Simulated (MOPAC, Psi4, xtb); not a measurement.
Interaction energy of Br2 ··· Na+ (SMILES BrBr and [Na+]) (charge +1). Monomers: optimised at B3LYP-D3(BJ) (def2-TZVP), held rigid. Orientation: lowest of the rigid-body minima from ten starts at GFN2-xTB (searched outside a hard wall at short contacts). The monomers approach along the line of their centres of mass (distance R); nothing else relaxes. The shortest distances reach bonding range, where SAPT0 and rigid monomers are unreliable.

Geometry at R = 3.84 Å (first 2 atoms: monomer A):
```
3

Br     1.1579     0.0000     0.0000
Br    -1.1579     0.0000     0.0000
Na    -3.0246    -2.2289    -0.7795
```

Levels of theory: SAPT0/jun-cc-pVDZ, all electrons correlated (Psi4); PM7, restricted, heats of formation (MOPAC); PBE/def2-TZVP, counterpoise-corrected (Psi4); GFN1-xTB (xtb); HF/aug-cc-pVTZ, counterpoise-corrected (Psi4).

Interaction energies in kJ/mol (negative: bound); R is the distance of the centres of mass, d the Br2···Na3 distance.

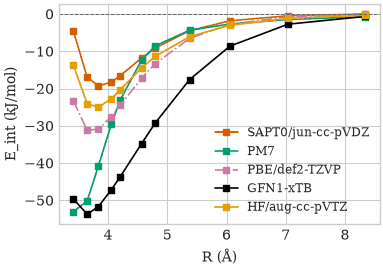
Figure. Interaction energy against separation.

| R / Å | d / Å | SAPT0/jun-cc-pVDZ | PM7 | PBE/def2-TZVP | GFN1-xTB | HF/aug-cc-pVTZ |
|---|---|---|---|---|---|---|
| 3.42 | 2.60 | -4.71 | -53.05 | -23.43 | -49.69 | -13.78 |
| 3.65 | 2.83 | -16.90 | -50.17 | -31.17 | -53.72 | -24.05 |
| 3.84 | 3.01 | -19.32 | -40.80 | -30.93 | -51.69 | -25.06 |
| 4.06 | 3.22 | -18.27 | -29.51 | -27.53 | -47.14 | -22.72 |
| 4.21 | 3.37 | -16.55 | -23.02 | -24.50 | -43.64 | -20.33 |
| 4.57 | 3.72 | -11.81 | -12.39 | -17.24 | -34.78 | -14.49 |
| 4.80 | 3.95 | -9.14 | -8.56 | -13.32 | -29.24 | -11.38 |
| 5.38 | 4.52 | -4.48 | -4.35 | -6.55 | -17.59 | -6.10 |
| 6.06 | 5.19 | -1.84 | -2.70 | -2.74 | -8.64 | -3.03 |
| 7.04 | 6.17 | -0.49 | -1.48 | -0.78 | -2.74 | -1.19 |
| 8.34 | 7.46 | 0.00 | -0.74 | -0.07 | -0.67 | -0.35 |

Lowest grid point: SAPT0/jun-cc-pVDZ -19.32 kJ/mol at R = 3.84 Å; PM7 -53.05 kJ/mol at R = 3.42 Å; PBE/def2-TZVP -31.17 kJ/mol at R = 3.65 Å; GFN1-xTB -53.72 kJ/mol at R = 3.65 Å; HF/aug-cc-pVTZ -25.06 kJ/mol at R = 3.84 Å.
